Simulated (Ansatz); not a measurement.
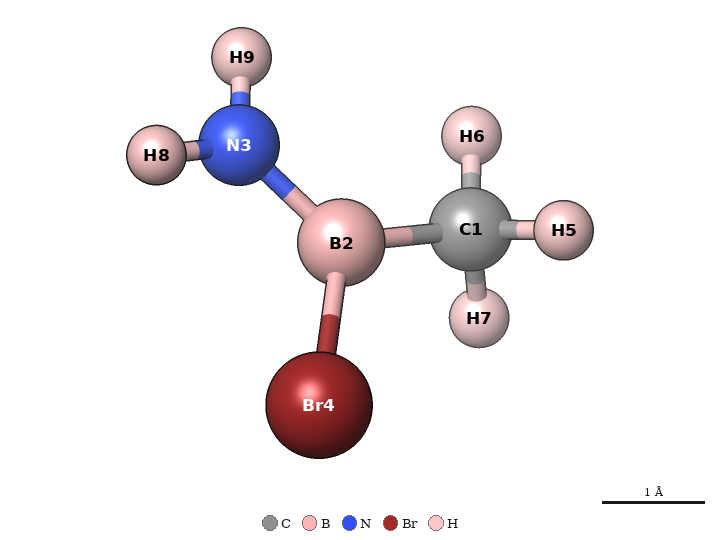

Orthographic view. Depth is shown by fading: the farther an atom, the more it takes the colour of the background. The geometry was computed by an optimisation with PBE-D4/def2-SVP. No frequency run is at hand to confirm it as a minimum.

Write a MOL file (V2000) with the atoms in numerical order, bonds sorted by atom number with the orders drawn, and coordinates in the frame of the picture: x right, y up, z towards the viewer, origin at the mean position.

```
CH5BBrN
                    3D

  9  8  0  0  0  0  0  0  0  0999 V2000
    1.0500   -0.1600   -0.5900 C   0  0  0  0  0  0  0  0  0  0  0  0
   -0.2300   -0.2900    0.3200 B   0  0  0  0  0  0  0  0  0  0  0  0
   -1.2400    0.6700    0.4100 N   0  0  0  0  0  0  0  0  0  0  0  0
   -0.4500   -1.9000    1.4300 Br  0  0  0  0  0  0  0  0  0  0  0  0
    1.9700   -0.1700    0.0300 H   0  0  0  0  0  0  0  0  0  0  0  0
    1.0600    0.7600   -1.2100 H   0  0  0  0  0  0  0  0  0  0  0  0
    1.1300   -1.0300   -1.2700 H   0  0  0  0  0  0  0  0  0  0  0  0
   -2.0600    0.5700    1.0100 H   0  0  0  0  0  0  0  0  0  0  0  0
   -1.2200    1.5400   -0.1300 H   0  0  0  0  0  0  0  0  0  0  0  0
  1  2  1  0
  1  5  1  0
  1  6  1  0
  1  7  1  0
  2  3  1  0
  2  4  1  0
  3  8  1  0
  3  9  1  0
M  END
```
